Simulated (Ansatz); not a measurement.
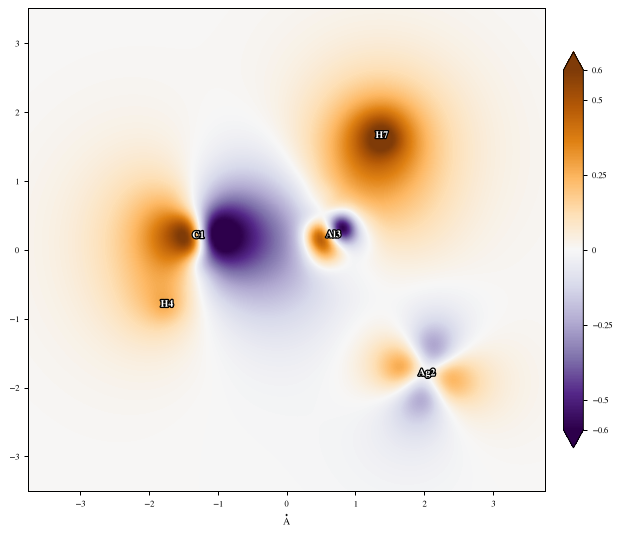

CH4AgAl. The HOMO−1 on the plane of atoms C1, Al3 and Ag2 (values in Å⁻³ᐟ²; the overall sign is arbitrary).

Geometry: r2SCAN-D4/def2-SVP; core potentials replace the inner electrons of Ag.

Method: isolated molecule in a Gaussian basis; Kohn-Sham density functional theory, functional PBE0 in Ansatz.

```yaml
atoms:
  - { symbol: C, position_ang: [-1.4123, 0.2260, 0.6628] }
  - { symbol: Ag, position_ang: [0.3896, 1.9206, -2.3248] }
  - { symbol: Al, position_ang: [-0.0604, 1.4961, 0.0212] }
  - { symbol: H, position_ang: [-1.9736, -0.2950, -0.1276] }
  - { symbol: H, position_ang: [-2.1409, 0.7481, 1.3102] }
  - { symbol: H, position_ang: [-0.9344, -0.5393, 1.3018] }
  - { symbol: H, position_ang: [0.7685, 2.2734, 1.1504] }
```

Question: Where does this orbital lie, and at what energy?

Answer: By Hirshfeld shares it lies mainly on C1 (about 35 %), Al3 (about 25 %) and H7 (about 25 %). Its energy is −7.80 eV.
